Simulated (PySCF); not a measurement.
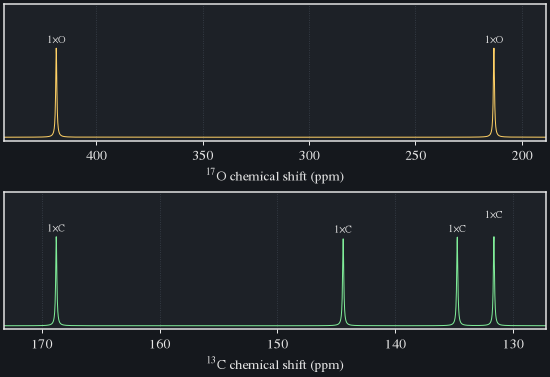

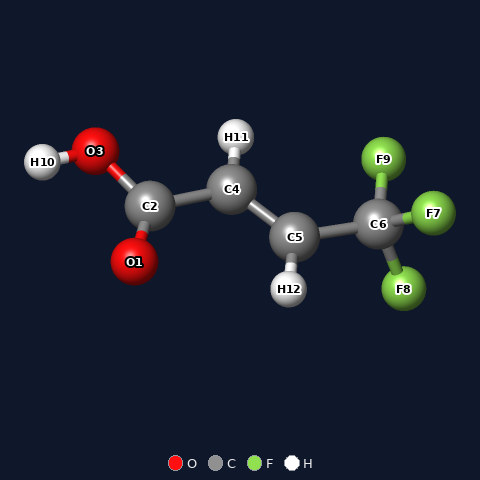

Spectrum and numbered structure of C₄H₃F₃O₂, SMILES O=C(O)/C=C/C(F)(F)F. GIAO shifts, PBE0/pcSseg-1 in PySCF, at a GFN2-xTB geometry (no frequency check), against H₂O for ¹⁷O and TMS for ¹³C computed at the same level (¹⁷O: a single water molecule, while the usual scale starts at liquid water and gives values some tens of ppm lower). Gas phase, fully decoupled, line heights follow the number of nuclei, widths are arbitrary (no quadrupolar broadening); values of one conformer, averaged over methyl-type rotors and exact or near symmetry; other conformers aren't averaged in.

Which atoms give which ¹⁷O line?

| δ (ppm) | nuclei | atoms |
| --- | --- | --- |
| 418.7 | 1 | O1 |
| 213.1 | 1 | O3 |

Which ¹³C nuclei are the least shielded, and which the most?

Least shielded: C2 at 168.8 ppm. Most shielded: C6 at 131.6 ppm.

Note: the tight-binding geometry is rougher than a DFT one and adds to the error.
